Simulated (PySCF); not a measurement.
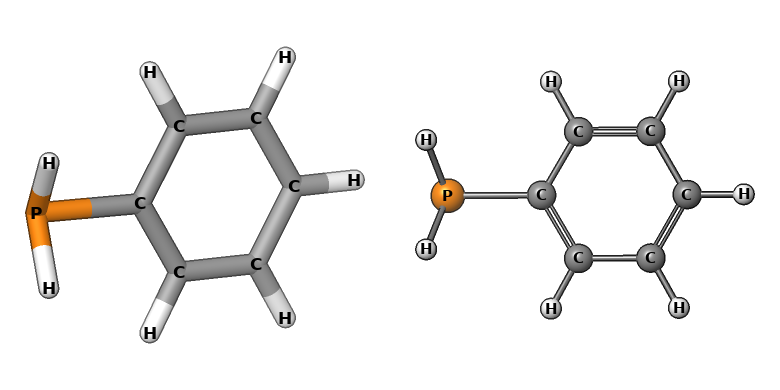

The same structure drawn twice, from different directions.

Computed geometry: PBE0-D3(BJ)/def2-SVP optimisation. No frequency run is at hand to confirm it as a minimum.

**Count the atoms of each element.**

C₆H₇P, 14 atoms: 6 carbon, 7 hydrogen and 1 phosphorus.

**Describe its rings.**

Independent rings (smallest set): 1 of 6 members, 1 of them aromatic.

**Count the bonded pairs by element.**

6 C–C, 5 C–H, 2 P–H, 1 C–P.

The parts below concern this one geometry. Atoms keep their numbers from picture to picture.

### Symmetry

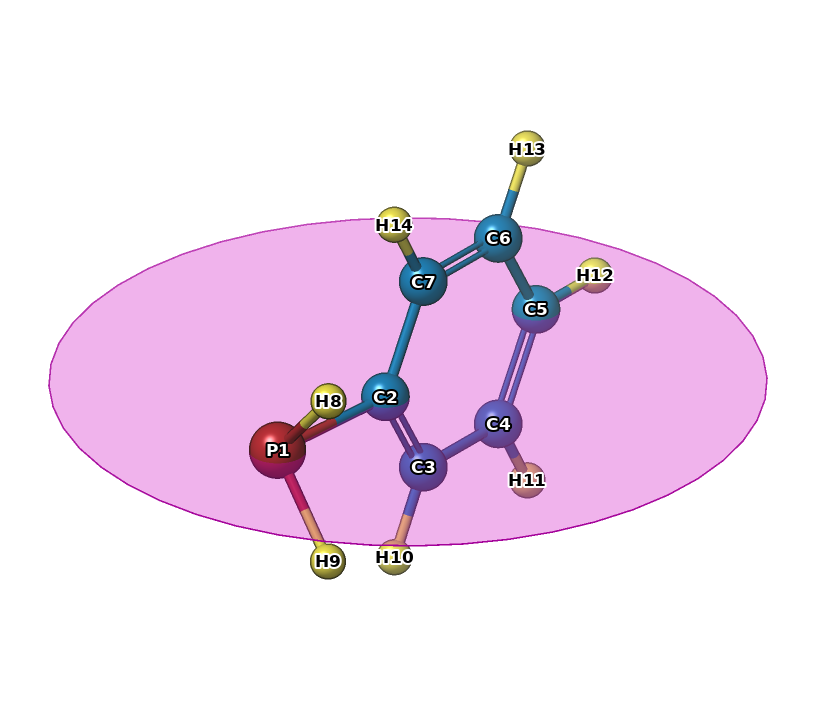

A disc through the centre of mass is drawn in. Depth is shown by fading: the farther an atom, the more it takes the colour of the background. No frequency run is at hand to confirm it as a minimum.

**Is the plane of the disc a mirror plane of the structure?**

Yes. The reflection leaves P1, C2, C5, H12 in place and moves C3 ↔ C7; C4 ↔ C6; H8 ↔ H9; H10 ↔ H14; H11 ↔ H13. The point group is Cs.

### Electronic properties

No frequency run is at hand to confirm it as a minimum. Method: PBE0/pcSseg-0, gas phase (PySCF 2.14.0).

**Give the LUMO energy (Kohn–Sham orbital) at this level.**

−0.42 eV.

**Estimate the dipole moment.**

1.45 D.

**What is the HOMO energy (Kohn–Sham orbital)?**

−6.73 eV.

### Ring current

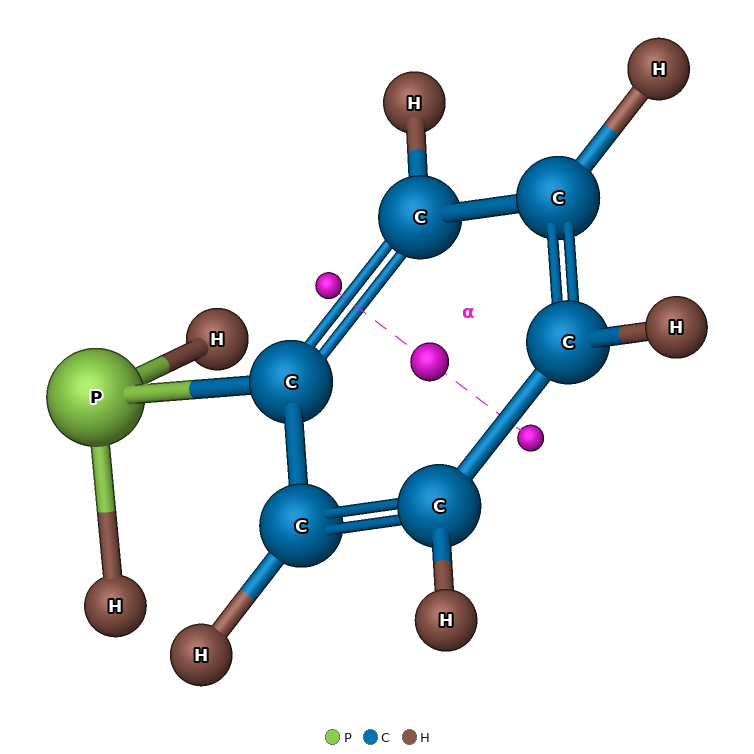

The small points mark where nucleus-independent chemical shifts (NICS) were computed: at the centre of each lettered ring and 1 Å above and below it. No frequency run is at hand to confirm it as a minimum. Method: GIAO PBE0/pcSseg-0 NMR shielding, non-relativistic, gas phase (PySCF 2.14.0).

Give NICS(0), NICS(1) and the out-of-plane component NICS(1)zz for each ring (means of the two sides).

```json
{"ring": "α", "members": "C6", "NICS(0)": "−8.1", "NICS(1)": "−11.1", "NICS(1)zz": "−25.9"}
```

Values in ppm.

**What do the values say about the ring currents?**

Ring α: diatropic, as in an aromatic ring. NICS is one index among several.

### NMR shielding

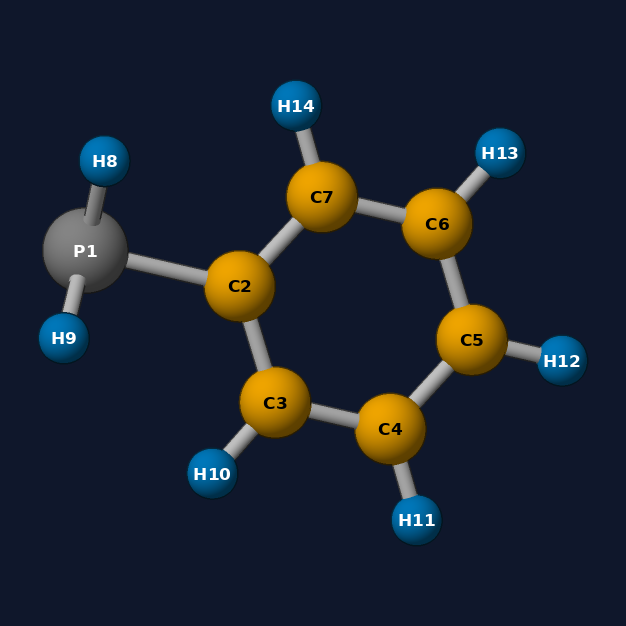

No frequency run is at hand to confirm it as a minimum. Properties computed with GIAO PBE0/pcSseg-0 NMR shielding, non-relativistic, gas phase (PySCF 2.14.0). Principal shieldings σ11 ≤ σ22 ≤ σ33, span Ω = σ33 − σ11, skew κ = 3(σiso − σ22)/Ω.

Give the shielding tensors of the P atoms.

| atom | σ11 | σ22 | σ33 | σiso | Ω | κ |
| --- | --- | --- | --- | --- | --- | --- |
| P1 | 383.5 | 448.5 | 633.6 | 488.6 | 250.1 | 0.48 |

Shieldings and span in ppm.
